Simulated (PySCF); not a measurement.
**C2H6Cl2Si, SMILES `C[Si](C)(Cl)Cl`: what the electrons do**

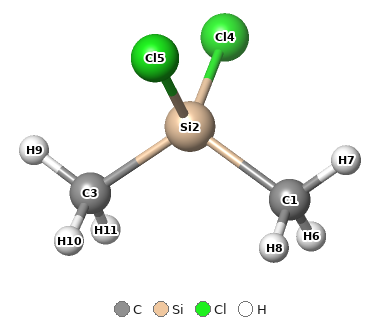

The molecule, with its atoms numbered as below. No frequency check shows the geometry to be a minimum.

Cartesian coordinates (Å):

```
C1      -0.0047   -1.3611   -1.5817
Si2      0.0001   -0.3051   -0.0003
C3       0.0054   -1.3627    1.5799
Cl4     -1.6489    0.8847    0.0040
Cl5      1.6484    0.8855   -0.0034
H6      -0.8817   -1.9997   -1.6268
H7      -0.0179   -0.7375   -2.4719
H8       0.8723   -2.0032   -1.6274
H9       0.0183   -0.7401    2.4708
H10      0.8827   -2.0010    1.6243
H11     -0.8713   -1.9975    1.6350
```

### 1. Bonding charge

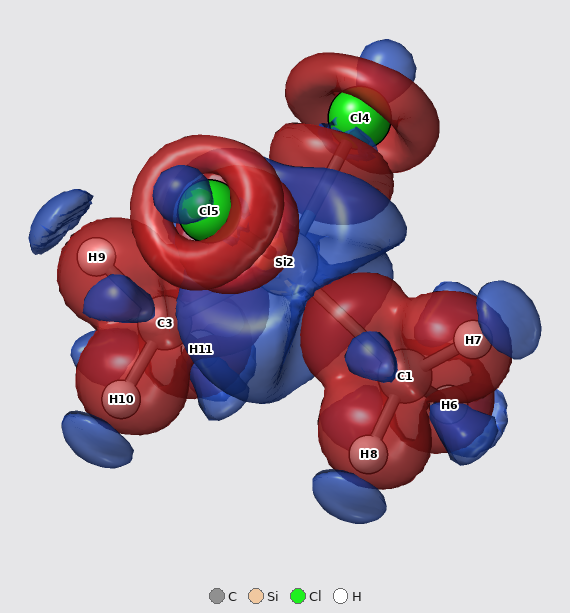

Deformation density (molecule less spherical, spin-averaged free atoms at the same positions), surfaces at ±0.04 e/Å³; red: gain, blue: loss.

Method: PBE0/def2-TZVP; geometry: GFN2-xTB; program: PySCF.

> How much density has each bond gained at its critical point, relative to the free atoms?

C3–H11: +0.68 e/Å³ at the bond critical point (bond length 1.08 Å, Mayer order 0.9). C1–H7 and C3–H9: +0.68 e/Å³ at the bond critical point (bond length 1.09 Å, Mayer order 0.9). C1–H6, C3–H10 and C1–H8: +0.68 e/Å³ at the bond critical point (bond length 1.09 Å, Mayer order 0.9). C1–Si2 and Si2–C3: +0.21 e/Å³ at the bond critical point (bond length 1.90 Å, Mayer order 1.0). Si2–Cl5 and Si2–Cl4: +0.07 e/Å³ at the bond critical point (bond length 2.03 Å, Mayer order 1.2); up to 0.6 Å beside the axis the gain reaches +0.22 e/Å³. In all, 2.4 electrons gather in the regions of gain relative to the promolecule. A small or negative value marks a very polar bond, one between electron-rich atoms, whose free-atom densities already overlap strongly, a long bond to a heavier atom, or a closed-shell contact such as a hydrogen bond.

> Where do the Hirshfeld charges lie?

The highest Hirshfeld charge is on Si2 (+0.38 e), the lowest on C1 and C3 (−0.22 e).

| atom | charge (e) |
| --- | --- |
| C1 | −0.22 |
| Si2 | +0.38 |
| C3 | −0.22 |
| Cl4 | −0.12 |
| Cl5 | −0.12 |
| H6 | +0.05 |
| H7 | +0.05 |
| H8 | +0.05 |
| H9 | +0.05 |
| H10 | +0.05 |
| H11 | +0.05 |

### 2. Bond critical points

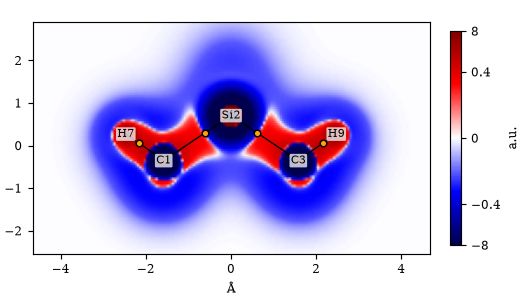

Negative Laplacian of the density (−∇²ρ) in the plane of C1, Si2, C3, H7 and H9 (red positive, blue negative, colour scale in a.u., logarithmic beyond ±0.04), with bond paths and bond critical points (dots).

> Sort the bonds in the plane by the sign of ∇²ρ at their critical points.

Concentrated (∇²ρ < 0): C1–H7 and C3–H9 (−0.92 a.u.). Depleted (∇²ρ > 0): C1–Si2 and Si2–C3 (+0.12 a.u., H = −0.077). A positive Laplacian with clearly negative H marks a strongly polar covalent bond, whose critical point lies close to the core of the less electronegative atom.

> Where along C1–H7 does the critical point lie?

0.70 Å from C1 and 0.39 Å from H7.

### 3. Electrostatic potential

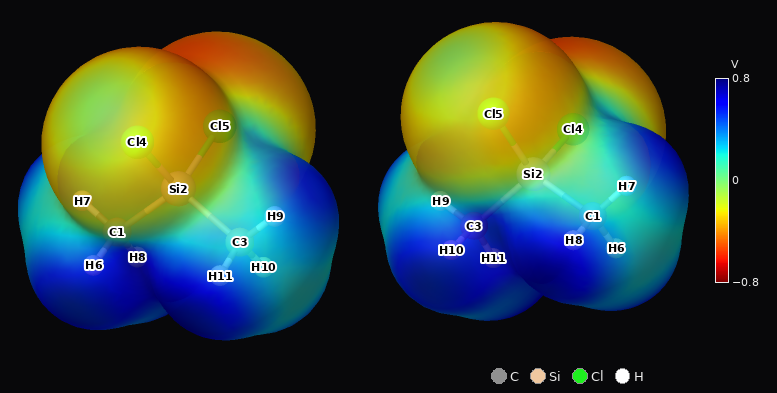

Electrostatic potential on the surface of electron density 0.001 a.u. (back view left, front view right).

> Where are the extremes of the potential on the surface?

Highest: 0.76 V, near H6 (1.74 Å) and H11 (1.88 Å). Lowest: −0.54 V, 2.1 Å from Cl5. Further minima include 0.13 V, near H7 (1.80 Å), H6 (1.87 Å), H8 (1.92 Å) and C1 (1.96 Å), and at like points elsewhere. The surface is sampled at points, so like sites can differ by a few per cent and only the strongest of them is named.

### 4. In an electric field

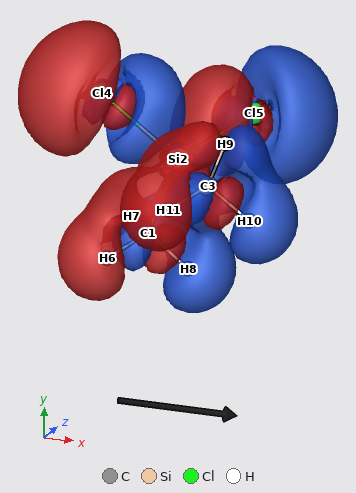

Change of the electron density in a uniform field of 0.21 V/Å along +x (arrow), surfaces at ±0.001 e/Å³ (red: gain, blue: loss).

Level of theory: PBE0/def2-TZVP (PySCF), at a geometry from GFN2-xTB. A basis without diffuse functions makes polarisabilities too small.

> How large is the response?

The induced dipole is 0.75 D (along the field); α along this axis, from the fields in both directions, is 73 bohr³ (10.9 Å³).

> Which atoms gain and lose the most charge?

Electrons gather most on Cl4 (Hirshfeld charge changes by −0.018 e) and leave Cl5 most (+0.018 e); 0.067 electrons are displaced in all.

### 5. Removing or adding an electron

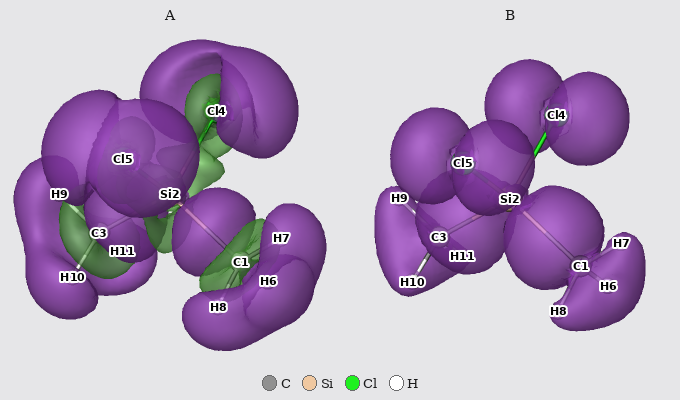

The Fukui function f⁻ from two separate SCF calculations and the density of the HOMO, at ±0.01 e/Å³ (purple positive, green negative).

PySCF calculation, PBE0/def2-TZVP, gas phase; geometry: GFN2-xTB.

> Which panel is which, and how good is the frozen-orbital picture?

A is f⁻ (it has negative regions), B the HOMO density. The HOMO lies on Cl4 and Cl5 (20 % each), C1 and C3 (17 % each) and Si2 (14 %); f⁻ (Hirshfeld-condensed) is largest on Cl4 and Cl5 (0.21 each); the vertical ionisation energy is 10.42 eV (the stability of the cation's solution wasn't checked). Relaxation shifts 21 % of the electron between atoms. The orbital energy is −8.54 eV.
